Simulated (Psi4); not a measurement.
**M05-2X/pcseg-0 (density fitting) run of BH2F (SMILES BF)**

Aim: the vertical electron affinity of BH2F at M05-2X/pcseg-0 (density fitting), from 2 runs. 

Program for the calculation: Psi4 1.11.

3 further runs of the same task are left out: 3 set aside as unsound or not needed.

### Step 1. Starting point

BH2F: 4 atoms, total charge 0, spin state singlet. As SMILES, `BF`. The shape is that of a PBE0-D4/def2-TZVP optimisation.

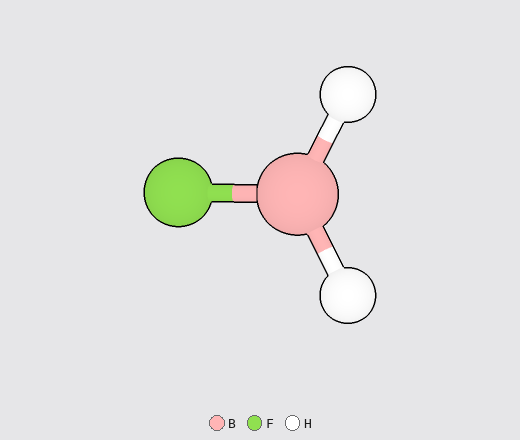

Viewed from a chosen angle; boron pink, fluorine green, hydrogen white.

### Step 2. Energy and one-electron properties at M05-2X/pcseg-0 (density fitting)

calc.py reads:

```python
import psi4

psi4.set_memory(1600000000)
psi4.set_num_threads(1)
psi4.set_output_file('psi4.out', False)

molecule = psi4.geometry("""
B     -0.05158952    -0.00755890    -0.05820356
F      2.00537736    -0.56068174     1.22813301
H     -1.91334770    -1.22662123     0.35186700
H      0.06462863     1.68110036    -1.56015789
units bohr
""")

psi4.set_options({
    'basis': 'pcseg-0',
    'scf_type': 'mem_df',
})

e_tot, wfn = psi4.energy('M05-2X', return_wfn=True)
psi4.oeprop(wfn, 'MBIS_CHARGES', 'QUADRUPOLE', title='M05-2X')
print('E =', round(e_tot, 9))
for k, v in sorted(psi4.core.scalar_variables().items()):
    print(f'{k:45s} {v:18.10f}')
```

The run is started by

```console
$ python calc.py
```

psi4.out:

```text
[...]
  Running in c1 symmetry.
[...]
  Nuclear repulsion =   27.175758523276198
[...]
  Multiplicity = 1
[...]
  Nalpha       = 8
  Nbeta        = 8
[...]
    Number of basis functions: 22
[...]
   @DF-RKS iter   1:  -125.55260567164740   -5.61835e-01   8.15541e-03 DIIS/ADIIS
[...]
   @DF-RKS iter   7:  -125.56456087832242   -1.30474e-09   4.03769e-07 DIIS
[...]
    Orbital Energies [Eh]
    ---------------------
    Doubly Occupied:
       1A    -25.342070     2A     -7.149683     3A     -1.378378
       4A     -0.663741     5A     -0.594106     6A     -0.566788
       7A     -0.536334     8A     -0.405658
[...]
  @DF-RKS Final Energy:  -125.56456087832242
   => Energetics <=
    Nuclear Repulsion Energy =             27.1757585232761976
    One-Electron Energy =                -226.3812880212371397
    Two-Electron Energy =                  80.6670304449528572
    DFT Exchange-Correlation Energy =      -7.0260618253143239
    Empirical Dispersion Energy =           0.0000000000000000
    VV10 Nonlocal Energy =                  0.0000000000000000
    Total Energy =                       -125.5645608783224247
[...]
 Multipole Moments:
 ------------------------------------------------------------------------------------
     Multipole            Electronic (a.u.)      Nuclear  (a.u.)        Total (a.u.)
 ------------------------------------------------------------------------------------
 L = 1.  Multiply by 2.5417464519 to convert [e a0] to [Debye]
 Dipole X            :          1.5674402           -1.8791707           -0.3117305
 Dipole Y            :         -0.4216639            0.5054210            0.0837571
 Dipole Z            :          0.9804384           -1.1752995           -0.1948611
 Magnitude           :                                                    0.3770438
 L = 2.  Multiply by 1.3450342976 to convert [e a0^2] to [Debye ang]
 Quadrupole XX       :        -34.0817247           24.2092627           -9.8724620
 Quadrupole XY       :          2.8628393           -3.1086260           -0.2457867
[...]
```

On the terminal:

```text
E = -125.564560878
CURRENT ENERGY                                   -125.5645608783
CURRENT REFERENCE ENERGY                         -125.5645608783
DD SOLVATION ENERGY                                 0.0000000000
DFT FUNCTIONAL TOTAL ENERGY                      -125.5645608783
DFT TOTAL ENERGY                                 -125.5645608783
DFT VV10 ENERGY                                     0.0000000000
DFT XC ENERGY                                      -7.0260618253
GRID ELECTRONS ALPHA                                7.9999973091
GRID ELECTRONS BETA                                 7.9999973091
GRID ELECTRONS TOTAL                               15.9999946183
NUCLEAR REPULSION ENERGY                           27.1757585233
ONE-ELECTRON ENERGY                              -226.3812880212
PCM POLARIZATION ENERGY                             0.0000000000
PE ENERGY                                           0.0000000000
SCF ITERATION ENERGY                             -125.5645608783
SCF ITERATIONS                                      7.0000000000
SCF TOTAL ENERGY                                 -125.5645608783
TWO-ELECTRON ENERGY                                80.6670304450
XC GRID RADIAL POINTS                              75.0000000000
XC GRID SPHERICAL POINTS                          302.0000000000
XC GRID TOTAL POINTS                            87643.0000000000
```

Run time: 3.3 s. Hardware: 1 thread of Intel Xeon 6975P-C (Granite Rapids), shared host; peak memory 0.33 GiB.

Atomic charges (e):

| atom | MBIS |
| --- | --- |
| B1 | +0.876 |
| F2 | -0.377 |
| H3 | -0.249 |
| H4 | -0.249 |

### Step 3. The doublet anion, same level

bfh2.inp reads:

```
memory 1600 MB

molecule {
  -1 2
  B     -0.027300    -0.004000    -0.030800
  F      1.061200    -0.296700     0.649900
  H     -1.012500    -0.649100     0.186200
  H      0.034200     0.889600    -0.825600
}

set globals {
  basis     pcseg-0
  reference uks
  scf_type  mem_df
}

result, w = energy('m05-2x', return_wfn=True)
oeprop(w, 'MBIS_CHARGES', 'QUADRUPOLE')
```

The run is started by

```console
$ psi4 -n 1 bfh2.inp bfh2.out
```

bfh2.out:

```text
[...]
  Running in c1 symmetry.
[...]
  Nuclear repulsion =   27.175758468175218
[...]
  Multiplicity = 2
[...]
  Nalpha       = 9
  Nbeta        = 8
[...]
    Number of basis functions: 22
[...]
   @DF-UKS iter   1:  -125.43202260584614   -4.41252e-01   1.60130e-02 DIIS/ADIIS
[...]
   @DF-UKS iter   8:  -125.50665651489345   -2.33068e-09   2.34516e-07 DIIS
[...]
   @S^2 Observed:                7.518368607E-01
[...]
    Orbital Energies [Eh]
    ---------------------
    Alpha Occupied:
       1A    -25.020666     2A     -6.790767     3A     -1.070109
       4A     -0.367069     5A     -0.290477     6A     -0.289739
       7A     -0.234877     8A     -0.105109     9A      0.115202
    Alpha Virtual:
      10A      0.417082    11A      0.429586    12A      0.505456
      13A      0.569396    14A      0.737731    15A      0.785813
      16A      0.979831    17A      1.132448    18A      1.158710
      19A      1.870775    20A      2.176852    21A      2.327965
      22A      2.515944
[...]
  @DF-UKS Final Energy:  -125.50665651489345
   => Energetics <=
    Nuclear Repulsion Energy =             27.1757584681752178
    One-Electron Energy =                -231.3054889527213618
    Two-Electron Energy =                  85.7848962939035573
    DFT Exchange-Correlation Energy =      -7.1618223242508696
    Empirical Dispersion Energy =           0.0000000000000000
    VV10 Nonlocal Energy =                  0.0000000000000000
    Total Energy =                       -125.5066565148934501
[...]
 Multipole Moments:
 ------------------------------------------------------------------------------------
     Multipole            Electronic (a.u.)      Nuclear  (a.u.)        Total (a.u.)
 ------------------------------------------------------------------------------------
 L = 1.  Multiply by 2.5417464519 to convert [e a0] to [Debye]
 Dipole X            :          2.8331131           -1.8791707            0.9539424
 Dipole Y            :         -0.7620610            0.5054210           -0.2566400
 Dipole Z            :          1.7719386           -1.1752995            0.5966391
 Magnitude           :                                                    1.1540573
 L = 2.  Multiply by 1.3450342976 to convert [e a0^2] to [Debye ang]
 Quadrupole XX       :        -38.6962227           24.2092628          -14.4869599
 Quadrupole XY       :          3.5166242           -3.1086260            0.4079982
[...]
```

Wall time 3.6 s (1 thread of Intel Xeon 6975P-C (Granite Rapids), shared host); peak memory 0.33 GiB.

Atomic charges (e):

| atom | MBIS |
| --- | --- |
| B1 | -0.256 |
| F2 | -0.310 |
| H3 | -0.217 |
| H4 | -0.217 |

### Step 4. What came out

At M05-2X/pcseg-0 (density fitting):

```
                                         quantity          value
                       singlet BH2F: total energy  -125.56456 Eh
                      singlet BH2F: dipole moment         0.96 D
                        singlet BH2F: HOMO energy      -11.04 eV
                        singlet BH2F: LUMO energy        0.10 eV
                      singlet BH2F: HOMO–LUMO gap       11.14 eV
                      doublet anion: total energy  -125.50666 Eh
doublet anion: HOMO energy (highest over α and β)        3.13 eV
 doublet anion: LUMO energy (lowest over α and β)        8.31 eV
                              doublet anion: ⟨S²⟩          0.752
vertical electron affinity (to the doublet anion)      -1.576 eV
```

In words: The anion lies 1.58 eV (152 kJ/mol) above the neutral: the electron isn't bound at this level, and such a value depends on the basis. Without diffuse functions anions come out too high. The HOMO (doublet anion) lies at positive energy, 3.13 eV; only total energies tell whether the electron is bound.
